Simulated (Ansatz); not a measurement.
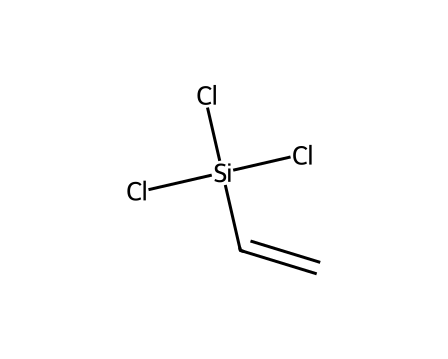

Source: calculation with Ansatz.

Q: Give its SMILES.

A: C=C[Si](Cl)(Cl)Cl

Q: What is the molecular formula?

A: C2H3Cl3Si.

Q: An optimisation with PBE0-D4/def2-TZVP gave a structure of which point group?

A: Cs. Other conformers may differ.
